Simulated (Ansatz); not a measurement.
The starting structures come from a database of crystals and need not be the phases stable at ambient conditions.

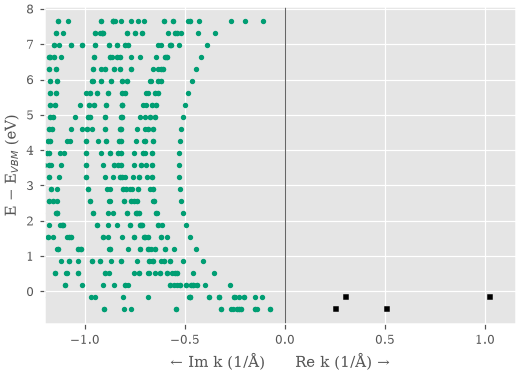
Figure. Complex bands at the centre of the two-dimensional zone; r2SCAN (Ansatz, an electronic-structure program)

The gap is the functional's own, uncorrected, and κ follows it; spin-orbit coupling is left out. Mid-gap values are interpolated between the computed energies.

Q: This is Cs2ZrF6 (P-3m1, not sure to be the ambient phase, 9 atoms a cell, 19.5 Å³ an atom) along the normal of (111). Read off the slowest decay at the centre of the two-dimensional zone at 3.91 eV, the computed energy nearest the middle of the gap.

A: κ ≈ 0.53 1/Å, a decay length 1/(2κ) of the density of 0.95 Å.
